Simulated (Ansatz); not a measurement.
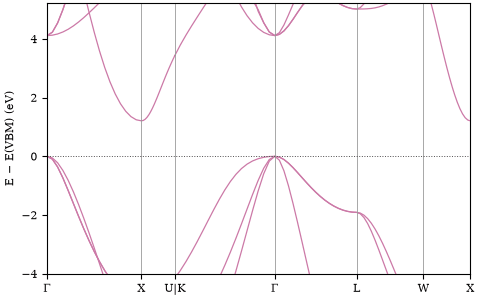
Fig. 1. Band structure from DFT-LDA in the program Ansatz with PAW potentials

Task: Read off the gap and where the band edges lie.

Result: About 1.2 eV (1.21 eV by a search for the band edges); maximum at Γ, minimum at X.

Task: Pick the material that matches.
(A) Be2C, fluorite or antifluorite type
(B) Si, diamond
(C) CuCl, zinc blende

Result: A, Be2C, fluorite or antifluorite type

Space group Fm-3m (fluorite or antifluorite type). The LDA relaxation kept the symmetry of its start.

Potentials: the earlier of the program's two PAW sets. The files were generated under PBE; for other functionals the program regenerates the frozen cores, and for LDA and PBEsol the local potential too.
